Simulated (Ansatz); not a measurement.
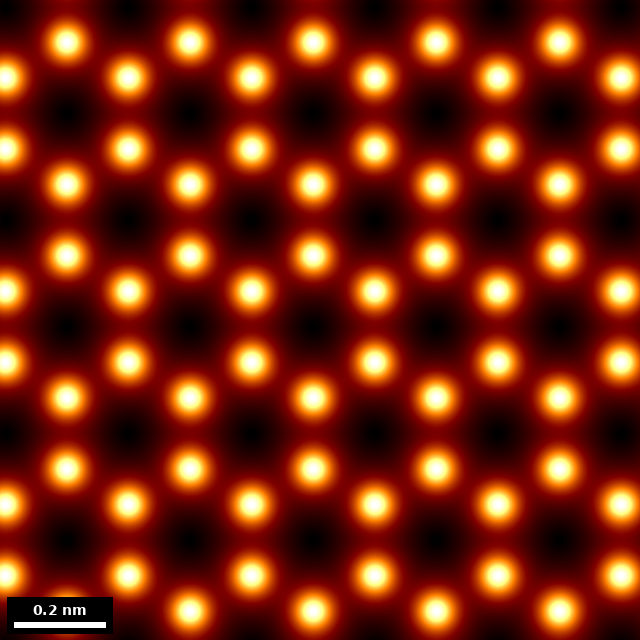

Map of the projected electrostatic potential of Ru. Computed as the sum of neutral-atom potentials (tabulated electron scattering factors, B = 0.5 Å²) projected along the beam and smoothed by 0.25 Å; brighter is more positive. The display is stretched by a gamma of 0.6; percentages refer to the linear signal.

Q: Give the net of the columns and its spacings.

A: The pattern repeats on a hexagonal net with a repeat of 2.7 Å.

Q: What is the plane group of the image?

A: p6mm: sixfold points with mirror lines through them.

Q: How many columns does the smallest repeating cell hold, and how many levels of brightness?

A: 2 columns in the primitive cell of 6.3 Å², all of one brightness.

The crystal is Ru (P6_3/mmc, No. 194) seen along [001]. Structure: the geometry given to an electronic-structure calculation, possibly off equilibrium.
